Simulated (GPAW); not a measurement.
KTaO3 (Pm-3m): how ε∞ follows the gap

The empty bands of KTaO3 (Pm-3m) are shifted up rigidly by Δ, and ε∞ is computed for each shift.

It takes space group Pm-3m (No. 221, cubic). The conventional cell has a = 3.988 Å, b = 3.988 Å, c = 3.988 Å, α = 90.00°, β = 90.00°, γ = 90.00°. Around Ta on site a lie 6 O at 1.99 Å. Around K on site b lie 12 O at 2.82 Å. O on site d has 2 Ta at 1.99 Å as nearest neighbours.

Method: GPAW 26.7.0, LDA, RPA, k-mesh 8×8×8, local fields up to 50 eV, Lorentzian half width 0.15 eV.

Launch of the response step: `OMP_NUM_THREADS=1 python df.py`. The series took 4.5 min in all, its band step included, on 1 thread of Arm Neoverse V1, on a shared host.

| Δ (eV) | ε∞ |
| --- | --- |
| 0.00 | 4.982 |
| 0.40 | 4.750 |
| 0.80 | 4.550 |
| 1.20 | ? |
| 1.60 | 4.218 |
| 2.00 | 4.079 |

With one effective transition at E₀ and fixed dipole strength, ε∞ − 1 = A/(E₀ + Δ), so 1/(ε∞ − 1) is linear in Δ.

Working, on the rows shown:

| x = Δ (eV) | y = 1/(ε∞ − 1) |
| --- | --- |
| 0 | 0.25113 |
| 0.4 | 0.266667 |
| 0.8 | 0.28169 |
| 1.6 | 0.310752 |
| 2 | 0.324781 |

Means: x̄ = 0.96, ȳ = 0.287. Σ(x − x̄)(y − ȳ) = 0.1012, Σ(x − x̄)² = 2.752. Slope = 0.1012 / 2.752 = 0.03676; intercept = ȳ − slope · x̄ = 0.25171. Turned back into ε∞, the line misses the rows shown by at most 0.0092.

Question: What does the fit predict for the withheld row, and how well does it do?

Answer: At x = 1.2 the line gives y = 0.29583, that is 4.380. The run gave 4.374, so the interpolation is off by 0.0064, 0.7 % of the range in the table.

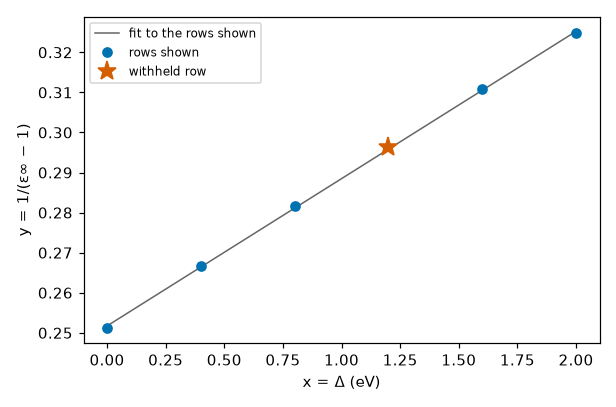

Refitted with all rows, the slope is 0.0368 and the intercept 0.25177. These give E₀ = intercept/slope = 6.8 eV, far above the least direct gap of 2.68 eV: most of the screening comes from transitions well over the edge. Over the first step ε∞ falls by 12 % per eV. Excitons are left out; LDA gaps are as a rule too small. The values come from a sum over the points of one k-mesh and carry its error, which grows as the direct gap shrinks. This version of GPAW has incomplete matrix elements in the optical limit, which can lower ε − 1 by up to a tenth where first-row anions or d states rule. Spin-orbit coupling is left out.
